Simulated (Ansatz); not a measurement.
# (10,0) carbon nanotube bundle (120 atoms): geometry optimisation, part 2 of 2

Wanted: the relaxed structure of (10,0) carbon nanotube bundle (120 atoms) and its electronic structure.

Ansatz 0.2.0; Kohn-Sham DFT, PBEsol, PAW (set soft_2), plane waves.

So far. Step 3 (Relaxation): The relaxation changed the energy by -41.3 meV/atom, and atoms moved by 0.089 Å r.m.s., 0.25 Å at most.

### 5. Single point at the relaxed geometry

The electronic structure is read at the final geometry, in a run of its own.

input.yaml

```yaml
crystal:
  lattice:
    - [11.13042, 0.0, 0.0]
    - [-5.56521, 9.63923, 0.0]
    - [0.0, 0.0, 12.78253]
  atoms:
    - { symbol: C, position: [0.37701, 0.04992, 0.11098] }
    - { symbol: C, position: [0.40667, 0.17228, 0.05571] }
    - { symbol: C, position: [0.39607, 0.27717, 0.11095] }
    - { symbol: C, position: [0.34698, 0.35463, 0.05567] }
    - { symbol: C, position: [0.40651, 0.17227, 0.27763] }
    - { symbol: C, position: [0.39605, 0.27721, 0.22235] }
    - { symbol: C, position: [0.26502, 0.39834, 0.11096] }
    - { symbol: C, position: [0.15697, 0.40315, 0.05569] }
    - { symbol: C, position: [0.34704, 0.35474, 0.27763] }
    - { symbol: C, position: [0.26504, 0.3984, 0.22234] }
    - { symbol: C, position: [0.03329, 0.36845, 0.11097] }
    - { symbol: C, position: [0.90585, 0.29807, 0.0557] }
    - { symbol: C, position: [0.15702, 0.40326, 0.27762] }
    - { symbol: C, position: [0.03331, 0.3685, 0.22237] }
    - { symbol: C, position: [0.78719, 0.19788, 0.11095] }
    - { symbol: C, position: [0.68969, 0.07769, 0.0557] }
    - { symbol: C, position: [0.90586, 0.29815, 0.27764] }
    - { symbol: C, position: [0.78721, 0.19792, 0.22236] }
    - { symbol: C, position: [0.62306, 0.95003, 0.11098] }
    - { symbol: C, position: [0.59333, 0.82767, 0.05571] }
    - { symbol: C, position: [0.68975, 0.07774, 0.27764] }
    - { symbol: C, position: [0.62311, 0.95003, 0.22239] }
    - { symbol: C, position: [0.60376, 0.7227, 0.11096] }
    - { symbol: C, position: [0.65293, 0.64528, 0.0557] }
    - { symbol: C, position: [0.59336, 0.82765, 0.27764] }
    - { symbol: C, position: [0.60374, 0.72267, 0.22236] }
    - { symbol: C, position: [0.73504, 0.60176, 0.11097] }
    - { symbol: C, position: [0.84305, 0.5969, 0.05571] }
    - { symbol: C, position: [0.6529, 0.64524, 0.27765] }
    - { symbol: C, position: [0.73504, 0.60173, 0.22238] }
    - { symbol: C, position: [0.96671, 0.63148, 0.11098] }
    - { symbol: C, position: [0.09417, 0.70192, 0.05573] }
    - { symbol: C, position: [0.84301, 0.59682, 0.27764] }
    - { symbol: C, position: [0.96671, 0.63144, 0.22237] }
    - { symbol: C, position: [0.21288, 0.80208, 0.11096] }
    - { symbol: C, position: [0.31044, 0.92226, 0.05569] }
    - { symbol: C, position: [0.09416, 0.70187, 0.27761] }
    - { symbol: C, position: [0.21284, 0.80208, 0.22237] }
    - { symbol: C, position: [0.31029, 0.92224, 0.27767] }
    - { symbol: C, position: [0.37691, 0.04992, 0.2224] }
    - { symbol: C, position: [0.37676, 0.04993, 0.44428] }
    - { symbol: C, position: [0.40647, 0.17227, 0.38902] }
    - { symbol: C, position: [0.39601, 0.27722, 0.4443] }
    - { symbol: C, position: [0.34702, 0.35476, 0.38903] }
    - { symbol: C, position: [0.40648, 0.17226, 0.61094] }
    - { symbol: C, position: [0.39601, 0.27722, 0.55569] }
    - { symbol: C, position: [0.26506, 0.39848, 0.44431] }
    - { symbol: C, position: [0.15702, 0.4033, 0.38902] }
    - { symbol: C, position: [0.34701, 0.35476, 0.61095] }
    - { symbol: C, position: [0.26506, 0.39849, 0.55568] }
    - { symbol: C, position: [0.03333, 0.3686, 0.44431] }
    - { symbol: C, position: [0.90586, 0.2982, 0.38905] }
    - { symbol: C, position: [0.15704, 0.40332, 0.61098] }
    - { symbol: C, position: [0.03333, 0.36859, 0.55572] }
    - { symbol: C, position: [0.7872, 0.19796, 0.4443] }
    - { symbol: C, position: [0.68977, 0.07777, 0.38902] }
    - { symbol: C, position: [0.90586, 0.29818, 0.61097] }
    - { symbol: C, position: [0.7872, 0.19795, 0.55571] }
    - { symbol: C, position: [0.62313, 0.95007, 0.44427] }
    - { symbol: C, position: [0.59339, 0.82768, 0.38905] }
    - { symbol: C, position: [0.68977, 0.07774, 0.61096] }
    - { symbol: C, position: [0.62315, 0.95005, 0.55569] }
    - { symbol: C, position: [0.60381, 0.72271, 0.44433] }
    - { symbol: C, position: [0.65292, 0.64525, 0.38905] }
    - { symbol: C, position: [0.59344, 0.82769, 0.61094] }
    - { symbol: C, position: [0.60385, 0.7227, 0.5557] }
    - { symbol: C, position: [0.73503, 0.6017, 0.44431] }
    - { symbol: C, position: [0.843, 0.59679, 0.38903] }
    - { symbol: C, position: [0.65299, 0.64529, 0.61098] }
    - { symbol: C, position: [0.73507, 0.60171, 0.55573] }
    - { symbol: C, position: [0.96668, 0.63136, 0.44429] }
    - { symbol: C, position: [0.09414, 0.70184, 0.38903] }
    - { symbol: C, position: [0.84303, 0.59673, 0.61098] }
    - { symbol: C, position: [0.96669, 0.63131, 0.55569] }
    - { symbol: C, position: [0.21272, 0.80207, 0.44431] }
    - { symbol: C, position: [0.31018, 0.92225, 0.38904] }
    - { symbol: C, position: [0.09412, 0.70177, 0.61097] }
    - { symbol: C, position: [0.21272, 0.80207, 0.55572] }
    [... 36 atom lines left out ...]
    - { symbol: C, position: [0.21283, 0.80204, 0.77762] }
    - { symbol: C, position: [0.31031, 0.92225, 0.72235] }
    - { symbol: C, position: [0.09422, 0.70194, 0.94431] }
    - { symbol: C, position: [0.21289, 0.80208, 0.88905] }
    - { symbol: C, position: [0.31047, 0.92228, 0.94429] }
    - { symbol: C, position: [0.3771, 0.04998, 0.88901] }
kpoints:
  mp_grid: { grid: [2, 2, 1] }
hamiltonian:
  xc: pbesol
scf:
  occupations: { method: gaussian, width: 0.025 }
output:
  forces: true
  stress: true
  populations: true
  dos:
    method: { smearing: { sigma: 0.15 } }
    de: 0.1
    projected: { site_lists: { C: [C] } }
  eigenvalues: true
  write_density: true
  write_potential: true
  volumetric_format: npy
  elf: true
```

On the command line:

```
ansatz run input.yaml --threads 4 --pin off --max-ram 8192MiB --backend cpu --events-out ev --progress --plain --runs-dir out
```

Numbers of over 12 decimals in the logs are rounded to 6 here.

Log:

```text
[...]
Crystal: 120 atoms, lattice volume = 1371.421 Å³
Basis set: ecut = 420 eV, 26869 PW (Γ), exchange–correlation on 150×150×180 points (8 copies of the dense FFT grid, shifted against one another)
Bands: 360, of which v1, the nominal top of the filled ones, is band 240 counted from 1 (239 counted from 0)
Symmetry: 1 space group operations
[...]
k-points: 4
[...]
SCF iter   1: F=—  HF=-29585.372024 eV  |F-HF|=—  |Δ(HF+E_count)|=         —  Δρ=4.55e-3  dr2=2.67e-1  ethr=1.77e-3  ⟨swp⟩=7.0  Hψ=6437  notcnv=0  defer=318
[...]
SCF iter   9: F=-29585.477185 eV  HF=-29585.477186 eV  |F-HF|=3.97e-8  |Δ(HF+E_count)|=   8.85e-9  Δρ=1.04e-6  dr2=5.40e-8  ethr=2.08e-11  ⟨swp⟩=29.5  Hψ=16205  notcnv=0
SCF 1 converged in 9 iterations: F = -29585.477185 eV  dr2 = 5.40e-8
[...]
WARN: The output density's exchange-correlation potential varies sharply where the density is thin. Do not read a vacuum level from v_tot or v_xc, or from such a field of the output density. On a cell that repeats whose density bears no net charge and no dipole along the vacuum's axis use v_es (v_loc + v_h of the components); [...]
SCF converged after 9 iterations
Free energy (F): -29585.477185 eV
[...]
Internal energy: -29585.477185 eV  (E = F + TS)
E sigma→0 (E₀):  -29585.477185 eV
Fermi energy:    4.536045 eV
[...]
--- Forces (eV/Å), atoms counted from 1 ---
  atom   1  C     -0.00211032     0.00829839     0.00060725
  atom   2  C     -0.00300389    -0.00116544    -0.00057236
  atom   3  C      0.00087269     0.00056490     0.00255522
  atom   4  C      0.00232097     0.00431094     0.00841632
  atom   5  C      0.00068143    -0.00018429    -0.00706349
  atom   6  C      0.00559039    -0.00528570     0.00265652
  atom   7  C     -0.00168373    -0.00339011    -0.00829105
  atom   8  C      0.00230072    -0.00052706     0.00725484
  atom   9  C     -0.00572844     0.00272451    -0.00626700
  atom  10  C      0.00252857    -0.00262309     0.00879018
  atom  11  C     -0.00079776     0.00360670    -0.00426963
  atom  12  C     -0.00018874     0.00008803    -0.00137070
  atom  13  C      0.00025363    -0.00294005    -0.00144832
  atom  14  C     -0.00399472     0.00224804     0.00016899
[...]
atom 119  C     -0.00388689    -0.00354352    -0.00583006
  atom 120  C     -0.00307474    -0.00484834     0.00946943
  max |Σ_I F_I| component: 2.79e-5 eV/Å
--- Stress (GPa, compression-positive) ---
        0.849261      -0.026706       0.001973
       -0.026706       0.799206       0.003379
        0.001973       0.003379       1.759437
  P = ⅓ Tr σ = 1.1360 GPa (11.360 kbar)
--- Band table (eV) ---
[...]
--- Löwdin populations: 120 sites ---
  site symbol       q [e]
     0      C      3.9635
     1      C      3.9610
     2      C      3.9619
[...]
119      C      3.9635
  spilling = 0.009446 (of n_electrons = 480.000000)
```

It took 1.7 min on 4 threads of Arm Neoverse V2, shared host; peak memory 5.2 GiB.

The program notes that the exchange-correlation potential is rough where the density is thin.

Read from the output:

```
free energy                                      : -29585.4772 eV
free energy per atom                             : -246.5456 eV/atom
SCF cycles                                       : 9
pressure                                         : 1.136 GPa
r.m.s. force component                           : 0.00465 eV/Å
longest force                                    : 0.01677 eV/Å
Fermi energy                                     : 4.536 eV
gap (highest filled to lowest empty level) : 0.2788 eV
spilling of the projection                       : 0.009446
```

The mean of these charges, 0.038 e, is only the charge that the projection spills.

Löwdin charges by element (they lack the spilled electrons, 0.038 e an atom on average):

```
element  coordination  atoms  mean charge (e)  spread   least    most
      C           all    120           0.0378   0.001  0.0365  0.0395
```

Density of states as counts of states in windows of 1 eV (from the Fermi level), total and the larger projections:

```
from (eV)  to (eV)  total   C p   C s
      -18      -17   18.8   7.1  11.5
      -17      -16   21.4   8.9  12.2
      -16      -15   12.2   5.6   6.4
      -15      -14   22.8   9.8  12.8
      -14      -13   17.2  10.2   6.8
      -13      -12   25.7  17.0   8.3
      -12      -11    8.5   5.6   2.8
      -11      -10   23.3  18.1   4.9
      -10       -9   33.9  26.1   7.5
       -9       -8   23.2  20.7   2.2
       -8       -7   49.8  45.8   3.4
       -7       -6   39.2  38.0   0.8
       -6       -5   42.2  39.9   2.0
       -5       -4   39.0  38.3   0.5
       -4       -3   28.2  27.9   0.2
       -3       -2   25.9  25.7   0.1
       -2       -1    8.8   8.7   0.0
       -1        0    6.5   6.4   0.0
        0        1   14.2  13.6   0.3
        1        2   15.5  14.8   0.1
        2        3   15.1  14.0   0.2
        3        4   33.0  26.7   1.3
        4        5   12.3   4.4   0.0
```

Between -21 and -18 eV lie 34 more states.

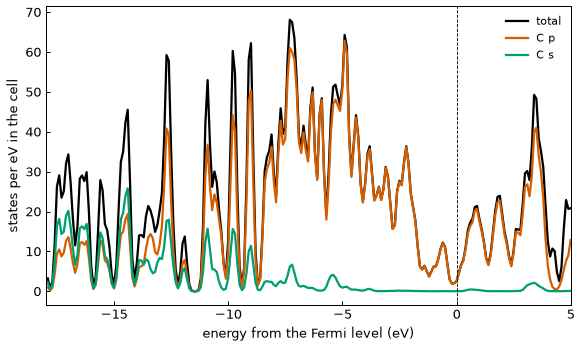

Total and projected density of states, with the broadening of the input.

The levels nearest the highest filled one (over half full), pooled over k-points and spins:

```
level less the highest filled one (eV)  occupation
                                -0.447           2
                                -0.418           2
                                -0.327           2
                                -0.322           2
                                -0.313           2
                                     0           2
                                 0.279           0
                                 0.303           0
                                 0.350           0
                                 0.475           0
                                 0.533           0
                                 0.572           0
```

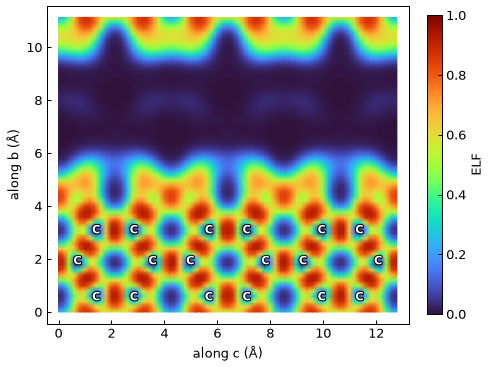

ELF in the cb plane at fractional x = 0.396, with atoms of C within 0.2 Å of it. It is the smooth field of the valence electrons, not physical close to the nuclei.

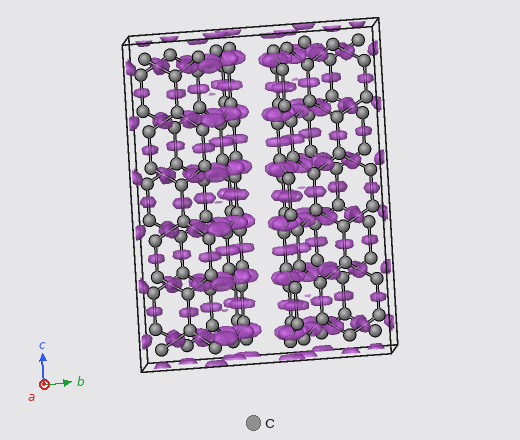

Surface of ELF = 0.85.

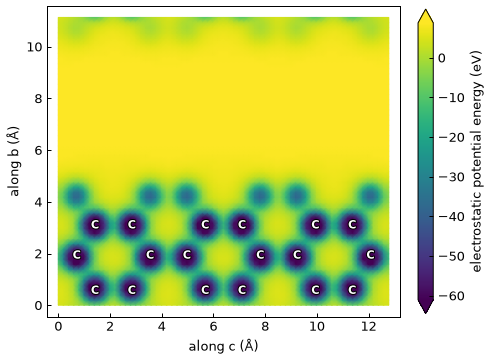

Electrostatic potential energy in the cb plane at fractional x = 0.396, with atoms of C within 0.2 Å of it. With pseudopotentials it is smooth inside the atoms' cores, unlike the true potential.

Löwdin charges run from +0.04 to +0.04 e, about a mean that is the spilled charge alone. Within 0.4 eV of the Fermi level the largest share is C p (99 % of the projected weight).

A closer look about C103, picked at random: 10 atoms, nearest first, numbered in the order of the input, with positions taken from that point.

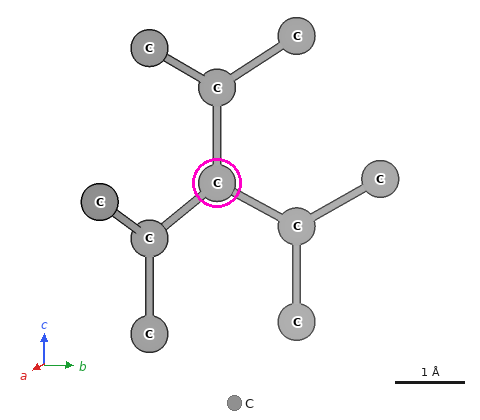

The atoms of the table, within 2.5 Å (arrows a, b, c point along x, y, z); some may hide others; the central atom is ringed.

```
atom      x      y      z  distance (Å)  bonds  Löwdin charge (e)
C103   0.00   0.00   0.00          0.00      3               0.04
C104   0.98  -0.75  -0.71          1.42      3               0.04
C100  -0.70   1.01  -0.71          1.42      3               0.04
C106   0.00   0.00   1.42          1.42      3               0.04
 C99  -1.05   2.19   0.00          2.43      3               0.04
C107   2.13  -1.17   0.00          2.43      3               0.04
C105  -0.70   1.01   2.13          2.46      3               0.04
C109   0.98  -0.75   2.13          2.46      3               0.04
 C69   0.98  -0.75  -2.13          2.46      3               0.04
 C65  -0.70   1.01  -2.13          2.46      3               0.04
```

The column of bonds counts only the pairs C-C within 1.82 Å; other neighbours, such as metal atoms beside each other in a compound, aren't counted, and periodic images can show an atom twice.

### 6. What came out

```
energy change in the relaxation                  : -41.3 meV/atom
r.m.s. displacement                              : 0.089 Å
largest displacement                             : 0.246 Å
free energy per atom                             : -246.5456 eV/atom
density                                          : 1.745 g/cm³
pressure                                         : 1.136 GPa
r.m.s. force component                           : 0.00465 eV/Å
gap (highest filled to lowest empty level) : 0.2788 eV
wall time of the 3 DFT runs                      : 5.5 min
```

Relaxation lowers the energy by 41.3 meV/atom and moves atoms by 0.089 Å r.m.s.; the r.m.s. force component goes from 1.1 to 0.0046 eV/Å, the pressure goes from 2.1 to 1.1 GPa. By the final cutoffs no bond was broken or made. First to last step the energy falls by 4.956 eV; the largest move, 0.25 Å, is that of C80. The C-C bonds go from 1.421 Å (spread 0.024) to 1.421 Å (spread 0.002). With the cutoffs above, all C atoms have 3 bonded neighbours. The highest filled and lowest empty levels differ by 0.279 eV on the run's k-points; the mesh holds the band edges only if they fold onto it, so the gap at this level can be narrower or closed, while semilocal functionals tend to narrow gaps against experiment.

[Logs are printed without paths, hosts, clocks, repeated set-up lines and the standing remarks that a program may print on its own settings, such as how far it seeks lower states.]

[Hosts, paths, dates, database ids (printed as entryN), source tags and the programs' standing remarks are cut or masked in the printed files.]
